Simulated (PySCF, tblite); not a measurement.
# C4H11BO: a rotation path, then NMR shifts on frames, part 1 of 2

How do NMR shifts of C4H11BO (`COCB(C)C`) change as the atoms move?

Programs: tblite 0.8.0 and PySCF 2.14.0, with density-fitted response routines of our own. Each step states its level of theory. These are calculated values for one molecule in the gas phase, unless marked as measured. Atoms are numbered from 0 throughout.

## (1) Starting geometry

17 atoms, charge 0, multiplicity 1; geometry from: GFN2-xTB.

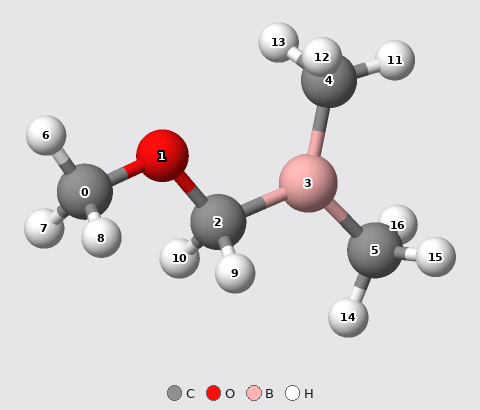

As it starts; carbon grey, oxygen red, boron pink, hydrogen white, atoms numbered.

## (2) A band between two rotamers with GFN2-xTB

What the job is given:

```
{"job": {"kind": "neb", "xc": "GFN2-xTB", "basis": "xTB", "atoms": [3, 2, 1, 0], "turn": 120}, "charge": 0, "multiplicity": 1}
C      2.629843    -0.879095    -0.423301
O      1.272903    -0.932709    -0.083774
C      0.602825     0.303719    -0.276778
B     -0.926657     0.279216     0.147623
C     -1.545909    -1.029770     0.750163
C     -1.779186     1.591566    -0.036776
H      3.035336    -1.878087    -0.272669
H      2.771218    -0.584906    -1.472467
H      3.174613    -0.166802     0.211979
H      1.126861     1.093359     0.291691
H      0.698635     0.604644    -1.335399
H     -2.568859    -0.929184     1.104132
H     -0.931826    -1.406047     1.566010
H     -1.526256    -1.818572    -0.000872
H     -1.283599     2.372230    -0.608889
H     -2.020576     2.009879     0.940041
H     -2.736364     1.382590    -0.510625
```

With the program's defaults for keys left out, this is: GFN2-xTB climbing-image nudged elastic band, gas phase.

The run is started by

```console
$ OMP_NUM_THREADS=1 python probes_run.py task.json out
```

One launch serves the whole session: the jobs run in the order shown.

What it wrote:

```text
image   E - E0 / eV
  0      -0.0000
  1       0.0132
  2       0.0445
  3       0.0833
  4       0.1056
  5       0.0930
  6       0.0588
  7       0.0577
  8       0.0300
```

Wall time 6.5 s (1 thread, shared host).

The final band, with the dihedral B3–C2–O1–C0:

| image | dihedral (°) | energy (eV) | energy (kcal/mol) |
| --- | --- | --- | --- |
| 0 | -178 | 0.000 | 0.0 |
| 1 | -167 | 0.013 | 0.3 |
| 2 | -154 | 0.045 | 1.0 |
| 3 | -140 | 0.083 | 1.9 |
| 4 | -124 | 0.106 | 2.4 |
| 5 | -108 | 0.093 | 2.1 |
| 6 | -89 | 0.059 | 1.4 |
| 7 | -72 | 0.058 | 1.3 |
| 8 | -76 | 0.030 | 0.7 |

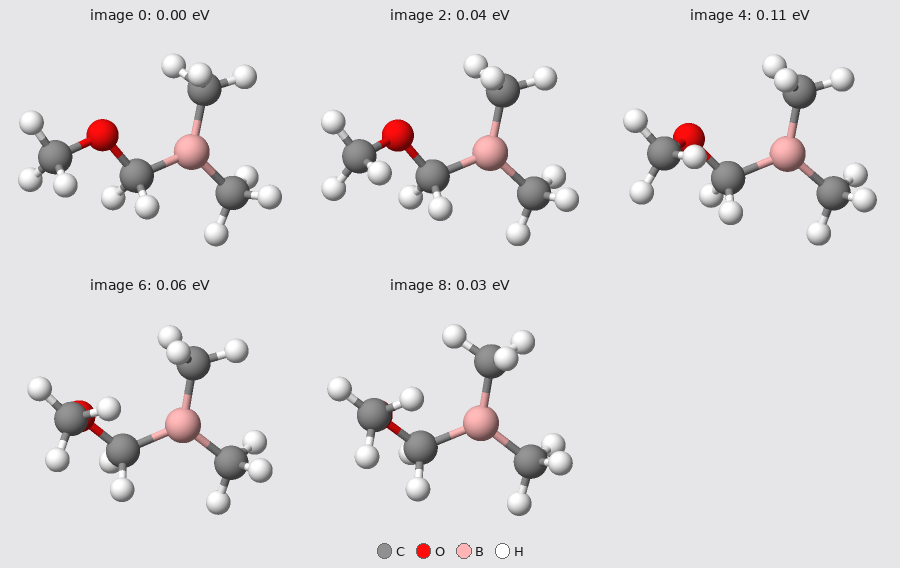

Images along the band.

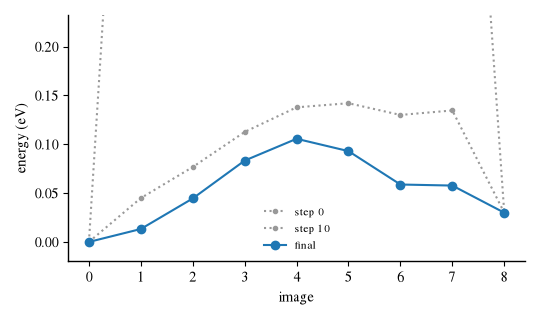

Energy along the band, early and final.

## (3) Nuclear shieldings: image 0, PBE0/pcSseg-1

What the job is given:

```
{"job": {"kind": "nmr", "xc": "PBE0", "basis": "pcSseg-1", "pop": false}, "charge": 0, "multiplicity": 1}
C      2.629800    -0.879100    -0.423300
O      1.272900    -0.932700    -0.083800
C      0.602800     0.303700    -0.276800
B     -0.926700     0.279200     0.147600
C     -1.545900    -1.029800     0.750200
C     -1.779200     1.591600    -0.036800
H      3.035300    -1.878100    -0.272700
H      2.771200    -0.584900    -1.472500
H      3.174600    -0.166800     0.212000
H      1.126900     1.093400     0.291700
H      0.698600     0.604600    -1.335400
H     -2.568900    -0.929200     1.104100
H     -0.931800    -1.406000     1.566000
H     -1.526300    -1.818600    -0.000900
H     -1.283600     2.372200    -0.608900
H     -2.020600     2.009900     0.940000
H     -2.736400     1.382600    -0.510600
```

Level: GIAO PBE0/pcSseg-1 NMR shielding, non-relativistic, gas phase.

What it wrote:

```text
coarse grid: 13336 points
cycle   1  E = -258.6311231990  dE =  4.077e-01  |g| = 6.454e-01  |ddm| = 3.345e+00
cycle   2  E = -258.5710299785  dE =  6.009e-02  |g| = 8.631e-01  |ddm| = 1.359e+00
cycle   3  E = -258.7215594966  dE = -1.505e-01  |g| = 1.102e-01  |ddm| = 8.574e-01
cycle   4  E = -258.7236779864  dE = -2.118e-03  |g| = 2.985e-02  |ddm| = 8.455e-02
cycle   5  E = -258.7238773706  dE = -1.994e-04  |g| = 3.918e-03  |ddm| = 2.534e-02
cycle   6  E = -258.7238804560  dE = -3.085e-06  |g| = 9.971e-04  |ddm| = 3.687e-03
final grid: 126344 points
cycle   7  E = -258.7669721373  dE = -3.142e-05  |g| = 1.207e-02  |ddm| = 2.410e-02
cycle   8  E = -258.7669517458  dE =  2.039e-05  |g| = 1.626e-02  |ddm| = 1.742e-02
cycle   9  E = -258.7670012550  dE = -4.951e-05  |g| = 1.635e-03  |ddm| = 1.044e-02
cycle  10  E = -258.7670018243  dE = -5.694e-07  |g| = 6.219e-05  |ddm| = 1.439e-03
cycle  11  E = -258.7670018251  dE = -7.191e-10  |g| = 3.589e-05  |ddm| = 9.525e-05
cycle  12  E = -258.7670018253  dE = -2.946e-10  |g| = 1.002e-05  |ddm| = 3.658e-05
converged SCF energy = -258.7670018253

GIAO shielding tensors (ppm)
atom      isotropic    diamagn.    paramagn.     s11        s22        s33       span
  0 C      123.256     243.519    -120.263     92.848     94.264    182.656     89.808
  1 O      322.380     398.485     -76.105    305.765    320.568    340.805     35.040
  2 C      105.130     252.619    -147.489     73.710     82.262    159.419     85.708
  3 B       11.415     186.848    -175.433    -50.486    -32.678    117.409    167.895
  4 C      174.388     252.540     -78.152    152.017    182.697    188.451     36.435
  5 C      175.207     253.166     -77.959    154.654    182.438    188.528     33.874
  6 H       27.832      28.586      -0.753     23.714     25.618     34.165     10.452
  7 H       28.522      29.114      -0.592     25.157     26.114     34.295      9.138
  8 H       28.472      29.160      -0.688     24.964     26.174     34.279      9.315
  9 H       28.101      33.067      -4.966     24.658     26.651     32.994      8.336
 10 H       28.036      33.002      -4.965     24.356     26.747     33.005      8.649
 11 H       30.823      30.310       0.514     27.089     29.706     35.675      8.586
 12 H       30.448      31.522      -1.075     25.715     30.255     35.373      9.658
 13 H       30.756      31.086      -0.330     26.187     30.024     36.056      9.869
 14 H       30.984      31.651      -0.667     27.048     30.241     35.664      8.616
 15 H       31.047      29.803       1.243     27.438     28.935     36.767      9.329
 16 H       30.782      29.825       0.957     26.985     29.262     36.098      9.112
```

Run time: 23 s. Hardware: 1 thread, shared host.

The references, computed at this level on geometries of the same kind, shield at (ppm): 1H TMS 31.72, 13C TMS 186.9, 17O H2O 336.1, 11B BF3·OEt2 100.1. Their shielding less the atom's gives the shift. The references are single molecules in the gas phase, so shifts against H2O, NH3, PH3, H3PO4 or CFCl3 are not on the usual liquid scales and can be off by tens of ppm. Each atom is listed at this fixed geometry, with no averaging over motion; a spectrum would average atoms that exchange fast.

| atoms | environment | σ (ppm) | δ (ppm) |
| --- | --- | --- | --- |
| C2 | sp3 CH2 bonded to B and O | 105.1 | 81.8 |
| C0 | methyl carbon bonded to O | 123.3 | 63.7 |
| C4 | methyl carbon bonded to B | 174.4 | 12.5 |
| C5 | methyl carbon bonded to B | 175.2 | 11.7 |
| H6 | hydrogen on a methyl carbon bonded to O | 27.83 | 3.88 |
| H10 | hydrogen on an sp3 CH2 bonded to B and O | 28.04 | 3.68 |
| H9 | hydrogen on an sp3 CH2 bonded to B and O | 28.10 | 3.62 |
| H8 | hydrogen on a methyl carbon bonded to O | 28.47 | 3.24 |
| H7 | hydrogen on a methyl carbon bonded to O | 28.52 | 3.19 |
| H12 | hydrogen on a methyl carbon bonded to B | 30.45 | 1.27 |
| H13 | hydrogen on a methyl carbon bonded to B | 30.76 | 0.96 |
| H16 | hydrogen on a methyl carbon bonded to B | 30.78 | 0.94 |
| H11 | hydrogen on a methyl carbon bonded to B | 30.82 | 0.89 |
| H14 | hydrogen on a methyl carbon bonded to B | 30.98 | 0.73 |
| H15 | hydrogen on a methyl carbon bonded to B | 31.05 | 0.67 |
| O1 | ether oxygen | 322.4 | 13.7 |
| B3 | boron bonded to 3 C | 11.4 | 88.7 |

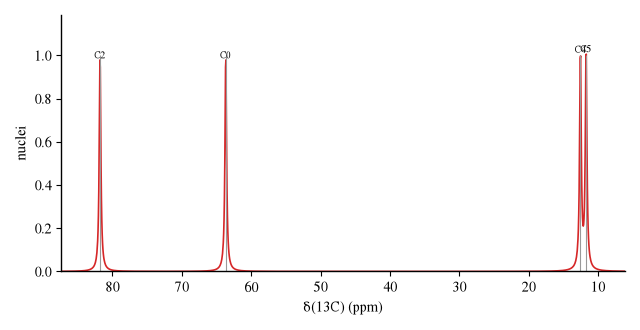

13C lines at the computed shifts, without couplings. Lines are broadened to a width of 0.28 ppm (Lorentzian).

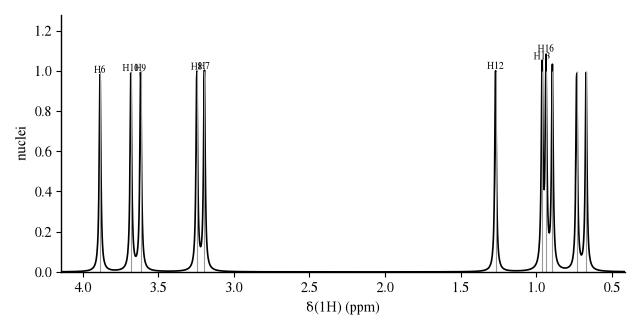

1H lines at the computed shifts, without couplings. Lines are broadened to a width of 0.01 ppm (Lorentzian).

## (4) Shielding tensors: image 2, PBE0/pcSseg-1

What the job is given:

```
{"job": {"kind": "nmr", "xc": "PBE0", "basis": "pcSseg-1", "pop": false}, "charge": 0, "multiplicity": 1}
C      2.603100    -0.875100    -0.302100
O      1.208300    -0.975900    -0.346700
C      0.546600     0.275100    -0.510700
B     -0.933800     0.278300     0.063800
C     -1.480000    -1.022000     0.749300
C     -1.779900     1.605000    -0.000000
H      2.991900    -1.891500    -0.260800
H      3.009600    -0.368200    -1.187100
H      2.930000    -0.328200     0.593900
H      1.119400     1.061000     0.008000
H      0.570300     0.558500    -1.577500
H     -2.437100    -0.909600     1.251100
H     -0.755100    -1.409500     1.463100
H     -1.581500    -1.807600     0.001600
H     -1.361800     2.375600    -0.643400
H     -1.852500     2.026500     1.003000
H     -2.804500     1.419600    -0.315400
```

Method: GIAO PBE0/pcSseg-1 NMR shielding, non-relativistic, gas phase.

What it wrote:

```text
coarse grid: 13336 points
cycle   1  E = -258.6288315497  dE =  4.065e-01  |g| = 6.473e-01  |ddm| = 3.346e+00
cycle   2  E = -258.5694167987  dE =  5.941e-02  |g| = 8.630e-01  |ddm| = 1.371e+00
cycle   3  E = -258.7197157701  dE = -1.503e-01  |g| = 1.096e-01  |ddm| = 8.683e-01
cycle   4  E = -258.7218075166  dE = -2.092e-03  |g| = 3.006e-02  |ddm| = 8.486e-02
cycle   5  E = -258.7220095559  dE = -2.020e-04  |g| = 3.952e-03  |ddm| = 2.568e-02
cycle   6  E = -258.7220126930  dE = -3.137e-06  |g| = 1.002e-03  |ddm| = 3.740e-03
final grid: 126344 points
cycle   7  E = -258.7652135092  dE = -2.965e-05  |g| = 1.183e-02  |ddm| = 2.275e-02
cycle   8  E = -258.7651941359  dE =  1.937e-05  |g| = 1.589e-02  |ddm| = 1.726e-02
cycle   9  E = -258.7652416833  dE = -4.755e-05  |g| = 1.614e-03  |ddm| = 1.031e-02
cycle  10  E = -258.7652422344  dE = -5.510e-07  |g| = 6.082e-05  |ddm| = 1.424e-03
cycle  11  E = -258.7652422351  dE = -6.821e-10  |g| = 3.623e-05  |ddm| = 1.015e-04
cycle  12  E = -258.7652422354  dE = -3.098e-10  |g| = 9.927e-06  |ddm| = 3.785e-05
converged SCF energy = -258.7652422354

GIAO shielding tensors (ppm)
atom      isotropic    diamagn.    paramagn.     s11        s22        s33       span
  0 C      123.674     243.613    -119.939     90.199     98.383    182.439     92.240
  1 O      330.109     398.571     -68.461    302.917    332.905    354.507     51.590
  2 C      105.938     252.243    -146.304     73.198     84.257    160.360     87.162
  3 B       10.803     187.389    -176.586    -51.046    -33.893    117.347    168.394
  4 C      173.870     252.646     -78.776    151.368    182.112    188.130     36.762
  5 C      175.438     253.126     -77.688    154.748    182.878    188.688     33.941
  6 H       27.886      28.559      -0.673     23.822     25.567     34.269     10.446
  7 H       28.445      28.814      -0.370     25.194     25.742     34.398      9.204
  8 H       28.452      29.734      -1.283     24.586     26.500     34.268      9.682
  9 H       28.549      33.472      -4.923     25.115     26.941     33.592      8.478
 10 H       27.524      32.118      -4.594     23.221     26.746     32.605      9.384
 11 H       30.872      30.518       0.354     27.175     29.704     35.737      8.561
 12 H       30.386      31.910      -1.524     25.503     30.471     35.184      9.681
 13 H       30.793      30.910      -0.116     26.228     29.983     36.169      9.940
 14 H       30.965      31.447      -0.482     27.033     30.164     35.699      8.665
 15 H       31.100      30.090       1.010     27.591     28.942     36.767      9.176
 16 H       30.748      29.654       1.094     26.865     29.250     36.128      9.263
```

Run time: 23 s. Hardware: 1 thread, shared host.

This run: δ C2 81.0, C0 63.3, C4 13.1, C5 11.5, H10 4.19, H6 3.83 ppm.

(Continued in part 2 of 2.)
